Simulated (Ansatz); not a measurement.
```yaml
atoms:
  - { symbol: Zr, position_ang: [-0.0846, -0.0198, -0.0560] }
  - { symbol: O, position_ang: [-0.2816, -0.1896, 1.8540] }
  - { symbol: H, position_ang: [-0.5200, -0.0385, 2.7708] }
  - { symbol: F, position_ang: [1.7878, 0.1494, -0.4574] }
  - { symbol: N, position_ang: [-0.9938, 1.6623, -0.7541] }
  - { symbol: H, position_ang: [-1.9669, 1.7360, -1.0521] }
  - { symbol: H, position_ang: [-0.5742, 2.5902, -0.8174] }
  - { symbol: F, position_ang: [-0.9640, -1.5114, -0.8902] }
```

Core potentials replace the inner electrons of Zr.

Theory: RKS B3LYP-D4/def2-SVP (Ansatz).

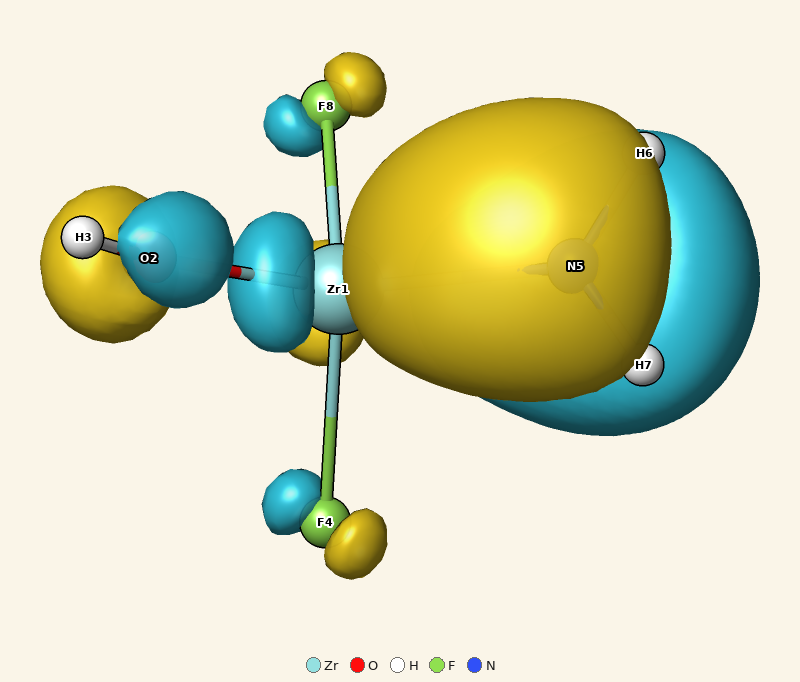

F₂H₃NOZr. One frontier orbital at ±0.1 Å⁻³ᐟ² (yellow and cyan are the two phases), seen from one side.

> Which orbital is it: HOMO or LUMO?

The HOMO, at −7.30 eV. It lies mainly on N5 (about 70 %) and Zr1 (about 15 %); largely a lone pair of N5.
